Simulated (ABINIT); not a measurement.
# A GW chain in ABINIT: SnO2 (Cassiterite), part 2 of 3

Wanted: ground state, empty states, screening and self-energy for SnO2 (Cassiterite).

ABINIT 10.8.3; PBE and many-body steps on it, plane waves. Known limits of the many-body steps: not at the basis limit; no spin-orbit coupling; coarse k mesh.

So far. Step 2 (Ground state): The gap is direct, at Γ.

## 3. Bands along the symmetry lines

Level of this step: DFT, PBE, plane waves, norm-conserving pseudopotentials (ABINIT).

Levels along a band path, at the cheap level, show where the edges lie and whether the meshes to come will hold them.

run.abi reads:

```
acell 3*1.0 Angstrom
rprim 
  4.738000000000 0.000000000000 0.000000000000
  0.000000000000 4.738000000000 0.000000000000
  0.000000000000 0.000000000000 3.186500000000
ntypat 2
znucl 50 8
natom 6
typat 1 1 2 2 2 2
xred 
  0.000000000000 0.000000000000 0.000000000000
  0.500000000000 0.500000000000 0.500000000000
  0.307100000000 0.307100000000 0.000000000000
  0.192900000000 0.807100000000 0.500000000000
  0.692900000000 0.692900000000 0.000000000000
  0.807100000000 0.192900000000 0.500000000000
pp_dirpath "pseudos"
pseudos "Sn.upf, O.upf"
ecut 42
iscf -2
irdden 1
kptopt 0
nkpt 75
kpt 
  0.00000000 0.00000000 0.00000000
  0.00000000 0.06250000 0.00000000
  0.00000000 0.12500000 0.00000000
  0.00000000 0.18750000 0.00000000
  0.00000000 0.25000000 0.00000000
  0.00000000 0.31250000 0.00000000
  0.00000000 0.37500000 0.00000000
  0.00000000 0.43750000 0.00000000
  0.00000000 0.50000000 0.00000000
  0.06250000 0.50000000 0.00000000
  0.12500000 0.50000000 0.00000000
  0.18750000 0.50000000 0.00000000
  0.25000000 0.50000000 0.00000000
  0.31250000 0.50000000 0.00000000
  0.37500000 0.50000000 0.00000000
  0.43750000 0.50000000 0.00000000
  0.50000000 0.50000000 0.00000000
  0.43750000 0.43750000 0.00000000
  0.37500000 0.37500000 0.00000000
  0.31250000 0.31250000 0.00000000
  0.25000000 0.25000000 0.00000000
  0.18750000 0.18750000 0.00000000
  0.12500000 0.12500000 0.00000000
  0.06250000 0.06250000 0.00000000
  0.00000000 0.00000000 0.00000000
  0.00000000 0.00000000 0.06250000
  0.00000000 0.00000000 0.12500000
  0.00000000 0.00000000 0.18750000
  0.00000000 0.00000000 0.25000000
  0.00000000 0.00000000 0.31250000
  0.00000000 0.00000000 0.37500000
  0.00000000 0.00000000 0.43750000
  0.00000000 0.00000000 0.50000000
  0.00000000 0.06250000 0.50000000
  0.00000000 0.12500000 0.50000000
  0.00000000 0.18750000 0.50000000
  0.00000000 0.25000000 0.50000000
  0.00000000 0.31250000 0.50000000
  0.00000000 0.37500000 0.50000000
  0.00000000 0.43750000 0.50000000
  0.00000000 0.50000000 0.50000000
  0.06250000 0.50000000 0.50000000
  0.12500000 0.50000000 0.50000000
  0.18750000 0.50000000 0.50000000
  0.25000000 0.50000000 0.50000000
  0.31250000 0.50000000 0.50000000
  0.37500000 0.50000000 0.50000000
  0.43750000 0.50000000 0.50000000
  0.50000000 0.50000000 0.50000000
  0.43750000 0.43750000 0.50000000
  0.37500000 0.37500000 0.50000000
  0.31250000 0.31250000 0.50000000
  0.25000000 0.25000000 0.50000000
  0.18750000 0.18750000 0.50000000
  0.12500000 0.12500000 0.50000000
  0.06250000 0.06250000 0.50000000
  0.00000000 0.00000000 0.50000000
  0.00000000 0.50000000 0.00000000
  0.00000000 0.50000000 0.06250000
  0.00000000 0.50000000 0.12500000
  0.00000000 0.50000000 0.18750000
  0.00000000 0.50000000 0.25000000
  0.00000000 0.50000000 0.31250000
  0.00000000 0.50000000 0.37500000
  0.00000000 0.50000000 0.43750000
  0.00000000 0.50000000 0.50000000
  0.50000000 0.50000000 0.00000000
  0.50000000 0.50000000 0.06250000
  0.50000000 0.50000000 0.12500000
  0.50000000 0.50000000 0.18750000
  0.50000000 0.50000000 0.25000000
  0.50000000 0.50000000 0.31250000
  0.50000000 0.50000000 0.37500000
  0.50000000 0.50000000 0.43750000
  0.50000000 0.50000000 0.50000000
istwfk *1
nband 46
nbdbuf 7
tolwfr 1e-07
nstep 50
prtwf 0
prtvol 0
indata_prefix "in"
outdata_prefix "out"
tmpdata_prefix "tmp"
```

Started as:

```console
$ OMP_NUM_THREADS=1 mpirun -n 4 abinit run.abi > log
```

Numbers of over 12 decimals in the logs are rounded to 6 here.

What it wrote:

```text
.Version 10.8.3 of ABINIT. v10.8.2 released Aug 2026.

 Symmetries : space group P4_2/m n m (#136); Bravais tP (primitive tetrag.)
[... echo of the input left out ...]
== DATASET  1 ==================================================================
-   mpi_nproc: 4, omp_nthreads: 1 (-1 if OMP is not activated)

--- !DatasetInfo
iteration_state: {dtset: 1, }
dimensions: {natom: 6, nkpt: 75, mband: 46, nsppol: 1, nspinor: 1, nspden: 1, mpw: 6320, }
cutoff_energies: {ecut:  42.0, pawecutdg:  -1.0, }
electrons: {nelect:   6.80000000E+01, charge:   0.00000000E+00, occopt:   1.00000000E+00, tsmear:   1.00000000E-02, }

 Real(R)+Recip(G) space primitive vectors, cartesian coordinates (Bohr,Bohr^-1):
 R(1)=  8.9535224  0.0000000  0.0000000  G(1)=  0.1116879  0.0000000  0.0000000
 R(2)=  0.0000000  8.9535224  0.0000000  G(2)=  0.0000000  0.1116879  0.0000000
 R(3)=  0.0000000  0.0000000  6.0216123  G(3)=  0.0000000  0.0000000  0.1660685
 Unit cell volume ucvol=  4.8272594E+02 bohr^3
 Angles (23,13,12)=  9.00000000E+01  9.00000000E+01  9.00000000E+01 degrees

 getcut: wavevector=  0.0000  0.0000  0.0000  ngfft=  54  54  36
         ecut(hartree)=     42.000   => boxcut(ratio)=   2.04927

--- Pseudopotential description ------------------------------------------------
- Sn Generated using ONCVPSP code by D. R. Hamann
- 50.00000  22.00000  171031                  znucl, zion, pspdat
12 -101130 2 -1 1628                          pspcod,pspxc,lmax,lloc,mmax
     nproj     2     2     2
  pspatm : epsatm=   27.31087254
         --- l  ekb(1:nproj) -->
             0    9.701792   -0.671203
             1    4.046855   -0.266328
             2   -2.346641   -0.600143
 pspatm: atomic psp has been read  and splines computed

- O Generated using ONCVPSP code by D. R. Hamann
-  8.00000   6.00000  171031                  znucl, zion, pspdat
12 -101130 2 -1 936                           pspcod,pspxc,lmax,lloc,mmax
     nproj     2     2     1
  pspatm : epsatm=    6.17005460
         --- l  ekb(1:nproj) -->
[...]
2   -1.331955
 pspatm: atomic psp has been read  and splines computed

--------------------------------------------------------------------------------

================================================================================
 prteigrs : about to open file out_EIG
 Non-SCF case, kpt    1 (  0.00000  0.00000  0.00000), residuals and eigenvalues=
  3.22E-08  9.54E-08  2.25E-08  8.55E-08  2.03E-08  3.51E-08  2.48E-08  2.46E-08
  7.34E-08  8.80E-08  2.10E-08  1.23E-08  2.22E-08  2.93E-08  2.66E-08  8.68E-09
  9.92E-09  2.24E-08  2.23E-08  3.13E-08  9.05E-08  4.11E-08  5.97E-08  3.43E-08
[...]
4.22E-08  3.22E-07  1.46E-07  1.16E-07  2.67E-05  7.98E-06
 -4.4512E+00 -4.4512E+00 -2.8280E+00 -2.8280E+00 -2.8264E+00 -2.8264E+00
 -2.8262E+00 -2.8262E+00 -5.2850E-01 -5.0088E-01 -4.9067E-01 -4.8981E-01
[...]
7.1262E-01  7.1584E-01  8.0298E-01  8.6989E-01
[...]
Non-SCF case, kpt   74 (  0.50000  0.50000  0.43750), residuals and eigenvalues=
[...]
Non-SCF case, kpt   75 (  0.50000  0.50000  0.50000), residuals and eigenvalues=
[...]
--- !ResultsGS
iteration_state: {dtset: 1, }
comment   : Summary of ground state results
lattice_vectors:
- [  8.9535224,   0.0000000,   0.0000000, ]
- [  0.0000000,   8.9535224,   0.0000000, ]
- [  0.0000000,   0.0000000,   6.0216123, ]
lattice_lengths: [   8.95352,    8.95352,    6.02161, ]
lattice_angles: [ 90.000,  90.000,  90.000, ] # degrees, (23, 13, 12)
lattice_volume:   4.8272594E+02
convergence: {deltae:  0.000E+00, res2:  0.000E+00, residm:  9.997E-08, diffor:  0.000E+00, }
etotal    :  -5.09495865E+02
entropy   :   0.00000000E+00
fermie    :   2.49058631E-01
cartesian_stress_tensor: null
pressure_GPa: null
xred      :
- [  0.0000E+00,   0.0000E+00,   0.0000E+00, Sn]
- [  5.0000E-01,   5.0000E-01,   5.0000E-01, Sn]
- [  3.0710E-01,   3.0710E-01,   0.0000E+00,  O]
- [  1.9290E-01,   8.0710E-01,   5.0000E-01,  O]
- [  6.9290E-01,   6.9290E-01,   0.0000E+00,  O]
- [  8.0710E-01,   1.9290E-01,   5.0000E-01,  O]
cartesian_forces: null
force_length_stats: {min: null, max: null, mean: null, }

 Integrated electronic density in atomic spheres:
 ------------------------------------------------
 Atom  Sphere_radius  Integrated_density
[...]
================================================================================

 ----iterations are completed or convergence reached----

 Mean square residual over all n,k,spin=   40.849E-09; max=  99.968E-09
 reduced coordinates (array xred) for    6 atoms
[...]
0.692900000000      0.692900000000      0.000000000000
       0.807100000000      0.192900000000      0.500000000000

 cartesian coordinates (angstrom) at end:
[...]
5      3.282960     3.282960     0.000000
    6      3.824040     0.913960     1.593250
 length scales=  1.889726125908  1.889726125908  1.889726125908 bohr
              =  1.000000000000  1.000000000000  1.000000000000 angstroms
 prteigrs : about to open file out_EIG
 Eigenvalues (hartree) for nkpt=  75  k points:
 kpt#   1, nband= 46, wtk=  1.00000, kpt=  0.0000  0.0000  0.0000 (reduced coord)
[...]
kpt#   2, nband= 46, wtk=  1.00000, kpt=  0.0000  0.0625  0.0000 (reduced coord)
[...]
kpt#   3, nband= 46, wtk=  1.00000, kpt=  0.0000  0.1250  0.0000 (reduced coord)
[...]
kpt#  74, nband= 46, wtk=  1.00000, kpt=  0.5000  0.5000  0.4375 (reduced coord)
[...]
0.65977    0.65977    0.73438    0.73438    0.81538    0.81751
 kpt#  75, nband= 46, wtk=  1.00000, kpt=  0.5000  0.5000  0.5000 (reduced coord)
[...]
0.06457    0.06457    0.15586    0.15586    0.15934    0.15934    0.21355    0.21355
   0.21870    0.21870    0.43022    0.43022    0.57712    0.57712    0.65592    0.65592
   0.66119    0.66119    0.73499    0.73499    0.81314    0.81570

== END DATASET(S) ==============================================================
================================================================================

 -outvars: echo values of variables after computation  --------
            nband          46
             nkpt          75
          spgroup         136
 [... the other variables as echoed above ...]

 Calculation completed.
```

Run time: 75 s. Hardware: 4 MPI ranks of Arm Neoverse V2, shared host; peak memory 0.61 GiB; 5 min of CPU time.

This step gave:

| Quantity | Value |
| --- | --- |
| gap | 1.284 eV |
| k of the valence top | 0, 0, 0 |
| k of the conduction bottom | 0, 0, 0 |
| least direct gap | 1.284 eV |

The gap is 1.284 eV, as in the run before at this level.

The electronic bands at the labelled points (eV, zero at the top of the highest filled band):

```csv
point,band 31,band 32,band 33,band 34,band 35,band 36,band 37,band 38
Γ,-1.25,-0.76,-0.76,0.00,1.28,6.14,6.39,6.39
X,-1.20,-1.20,-0.63,-0.63,4.44,4.44,7.12,7.12
M,-1.32,-1.32,-0.90,-0.90,4.83,4.83,7.55,7.55
Γ,-1.25,-0.76,-0.76,0.00,1.28,6.14,6.39,6.39
Z,-1.64,-1.64,-1.25,-1.25,6.22,6.22,9.80,9.80
R,-1.09,-1.09,-0.71,-0.71,6.49,6.49,8.11,8.11
A,-0.97,-0.97,-0.83,-0.83,4.93,4.93,8.93,8.93
Z,-1.64,-1.64,-1.25,-1.25,6.22,6.22,9.80,9.80
jump to X,-1.20,-1.20,-0.63,-0.63,4.44,4.44,7.12,7.12
R,-1.09,-1.09,-0.71,-0.71,6.49,6.49,8.11,8.11
jump to M,-1.32,-1.32,-0.90,-0.90,4.83,4.83,7.55,7.55
A,-0.97,-0.97,-0.83,-0.83,4.93,4.93,8.93,8.93
```

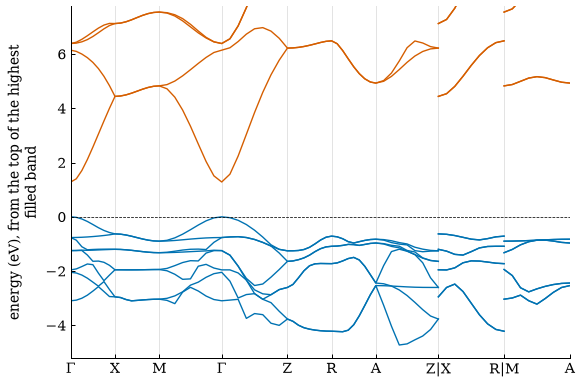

Electronic bands along the path; lines of filled and empty bands in two colours.

## 4. Empty states on the mesh, 2×2×4 mesh, 159 bands

The sums over transitions need many empty states on a uniform mesh; this step solves for them.

run.abi reads:

```
acell 3*1.0 Angstrom
rprim 
  4.738000000000 0.000000000000 0.000000000000
  0.000000000000 4.738000000000 0.000000000000
  0.000000000000 0.000000000000 3.186500000000
ntypat 2
znucl 50 8
natom 6
typat 1 1 2 2 2 2
xred 
  0.000000000000 0.000000000000 0.000000000000
  0.500000000000 0.500000000000 0.500000000000
  0.307100000000 0.307100000000 0.000000000000
  0.192900000000 0.807100000000 0.500000000000
  0.692900000000 0.692900000000 0.000000000000
  0.807100000000 0.192900000000 0.500000000000
pp_dirpath "pseudos"
pseudos "Sn.upf, O.upf"
ecut 42
ngkpt 2 2 4
nshiftk 1
shiftk 0 0 0
kptopt 1
chksymbreak 0
iscf -2
irdden 1
istwfk *1
nband 159
nbdbuf 14
tolwfr 1e-09
nstep 60
prtvol 0
indata_prefix "in"
outdata_prefix "out"
tmpdata_prefix "tmp"
```

What it wrote:

```text
.Version 10.8.3 of ABINIT. v10.8.2 released Aug 2026.

 Symmetries : space group P4_2/m n m (#136); Bravais tP (primitive tetrag.)
[... echo of the input left out ...]
== DATASET  1 ==================================================================
-   mpi_nproc: 4, omp_nthreads: 1 (-1 if OMP is not activated)

--- !DatasetInfo
iteration_state: {dtset: 1, }
dimensions: {natom: 6, nkpt: 9, mband: 159, nsppol: 1, nspinor: 1, nspden: 1, mpw: 6312, }
cutoff_energies: {ecut:  42.0, pawecutdg:  -1.0, }
electrons: {nelect:   6.80000000E+01, charge:   0.00000000E+00, occopt:   1.00000000E+00, tsmear:   1.00000000E-02, }

 Real(R)+Recip(G) space primitive vectors, cartesian coordinates (Bohr,Bohr^-1):
 R(1)=  8.9535224  0.0000000  0.0000000  G(1)=  0.1116879  0.0000000  0.0000000
 R(2)=  0.0000000  8.9535224  0.0000000  G(2)=  0.0000000  0.1116879  0.0000000
 R(3)=  0.0000000  0.0000000  6.0216123  G(3)=  0.0000000  0.0000000  0.1660685
 Unit cell volume ucvol=  4.8272594E+02 bohr^3
 Angles (23,13,12)=  9.00000000E+01  9.00000000E+01  9.00000000E+01 degrees

 getcut: wavevector=  0.0000  0.0000  0.0000  ngfft=  54  54  36
         ecut(hartree)=     42.000   => boxcut(ratio)=   2.04927

--- Pseudopotential description ------------------------------------------------
- Sn Generated using ONCVPSP code by D. R. Hamann
- 50.00000  22.00000  171031                  znucl, zion, pspdat
12 -101130 2 -1 1628                          pspcod,pspxc,lmax,lloc,mmax
     nproj     2     2     2
  pspatm : epsatm=   27.31087254
         --- l  ekb(1:nproj) -->
             0    9.701792   -0.671203
             1    4.046855   -0.266328
             2   -2.346641   -0.600143
 pspatm: atomic psp has been read  and splines computed

- O Generated using ONCVPSP code by D. R. Hamann
-  8.00000   6.00000  171031                  znucl, zion, pspdat
12 -101130 2 -1 936                           pspcod,pspxc,lmax,lloc,mmax
     nproj     2     2     1
  pspatm : epsatm=    6.17005460
         --- l  ekb(1:nproj) -->
[...]
2   -1.331955
 pspatm: atomic psp has been read  and splines computed

--------------------------------------------------------------------------------

================================================================================
 prteigrs : about to open file out_EIG
 Non-SCF case, kpt    1 (  0.00000  0.00000  0.00000), residuals and eigenvalues=
  7.32E-10  6.39E-10  5.75E-10  7.73E-10  5.20E-10  9.06E-10  8.19E-10  6.81E-10
  5.34E-11  6.10E-11  8.63E-10  7.71E-11  1.56E-10  8.65E-11  7.50E-11  5.93E-10
  5.99E-10  8.74E-10  5.84E-10  2.52E-10  3.16E-10  1.43E-10  7.79E-10  7.55E-11
[...]
3.51E-07  3.43E-06  1.99E-06  3.38E-05  2.22E-04  8.83E-05  1.08E-03
 -4.4512E+00 -4.4512E+00 -2.8280E+00 -2.8280E+00 -2.8264E+00 -2.8264E+00
 -2.8262E+00 -2.8262E+00 -5.2850E-01 -5.0088E-01 -4.9067E-01 -4.8981E-01
 -4.8981E-01 -4.8655E-01 -4.8526E-01 -4.8206E-01 -4.8100E-01 -4.8100E-01
[...]
2.7898E+00  2.8130E+00  2.8323E+00  2.8479E+00  2.8479E+00  2.9108E+00
  2.9186E+00  2.9339E+00  2.9339E+00  2.9628E+00  2.9773E+00  3.0191E+00
[...]
prteigrs : prtvol=0 or 1, do not print more k-points.

--- !ResultsGS
iteration_state: {dtset: 1, }
comment   : Summary of ground state results
lattice_vectors:
- [  8.9535224,   0.0000000,   0.0000000, ]
- [  0.0000000,   8.9535224,   0.0000000, ]
- [  0.0000000,   0.0000000,   6.0216123, ]
lattice_lengths: [   8.95352,    8.95352,    6.02161, ]
lattice_angles: [ 90.000,  90.000,  90.000, ] # degrees, (23, 13, 12)
lattice_volume:   4.8272594E+02
convergence: {deltae:  0.000E+00, res2:  0.000E+00, residm:  9.969E-10, diffor:  0.000E+00, }
etotal    :  -5.09495865E+02
entropy   :   0.00000000E+00
fermie    :   2.49058631E-01
cartesian_stress_tensor: null
pressure_GPa: null
xred      :
- [  0.0000E+00,   0.0000E+00,   0.0000E+00, Sn]
- [  5.0000E-01,   5.0000E-01,   5.0000E-01, Sn]
- [  3.0710E-01,   3.0710E-01,   0.0000E+00,  O]
- [  1.9290E-01,   8.0710E-01,   5.0000E-01,  O]
- [  6.9290E-01,   6.9290E-01,   0.0000E+00,  O]
- [  8.0710E-01,   1.9290E-01,   5.0000E-01,  O]
cartesian_forces: null
force_length_stats: {min: null, max: null, mean: null, }

 Integrated electronic density in atomic spheres:
 ------------------------------------------------
 Atom  Sphere_radius  Integrated_density
[...]
================================================================================

 ----iterations are completed or convergence reached----

 Mean square residual over all n,k,spin=   44.234E-11; max=  99.694E-11
 reduced coordinates (array xred) for    6 atoms
[...]
0.692900000000      0.692900000000      0.000000000000
       0.807100000000      0.192900000000      0.500000000000

 cartesian coordinates (angstrom) at end:
    1      0.000000     0.000000     0.000000
    2      2.369000     2.369000     1.593250
    3      1.455040     1.455040     0.000000
    4      0.913960     3.824040     1.593250
    5      3.282960     3.282960     0.000000
    6      3.824040     0.913960     1.593250
 length scales=  1.889726125908  1.889726125908  1.889726125908 bohr
              =  1.000000000000  1.000000000000  1.000000000000 angstroms
 prteigrs : about to open file out_EIG
 Eigenvalues (hartree) for nkpt=   9  k points:
 kpt#   1, nband=159, wtk=  0.06250, kpt=  0.0000  0.0000  0.0000 (reduced coord)
[...]
2.67485    2.69187    2.69187    2.71627    2.75601    2.75601    2.77716    2.78753
   2.78979    2.81303    2.83235    2.84792    2.84792    2.91076    2.91863    2.93387
   2.93387    2.96280    2.97730    3.01912    3.01977    3.02555    3.03552
 prteigrs : prtvol=0 or 1, do not print more k-points.

== END DATASET(S) ==============================================================
================================================================================

 -outvars: echo values of variables after computation  --------
            nband         159
             nkpt           9
          spgroup         136
 [... the other variables as echoed above ...]

 Calculation completed.
```

Run time: 81 s. Hardware: 4 MPI ranks; peak memory 0.44 GiB.

Numbers from this step:

```yaml
gap: 1.284 eV
k_of_the_valence_top: 0, 0, 0
k_of_the_conduction_bottom: 0, 0, 0
least_direct_gap: 1.284 eV
k_points_computed: 9
lowest_point_of_the_top_converged_band_above_the_valence_top: 69.1368 eV
```

On this mesh the gap is 1.284 eV.

[end of part 2 of 3]

[Paths, hosts, dates, memory and timing lines, banners, echoed tables and standing remarks are left out of the program output.]

[Logs are printed without paths, hosts, clocks, repeated set-up lines and the standing remarks that a program may print on its own settings, such as how far it seeks lower states.]

[Runs of the session that timed out or met a known fault of the program may be left out.]

[Hosts, paths, dates, database ids (printed as entryN), source tags and the programs' standing remarks are cut or masked in the printed files.]

[G0W0 gaps are taken among the corrected bands and points alone; a level outside them can change the order at an edge.]

[Where Ansatz stands beside ABINIT at settings called matched, ABINIT's density can come from a denser mesh and the files from another edition; pairs whose starting gaps differed by over 0.03 eV were left out, so agreement reads better than it is.]
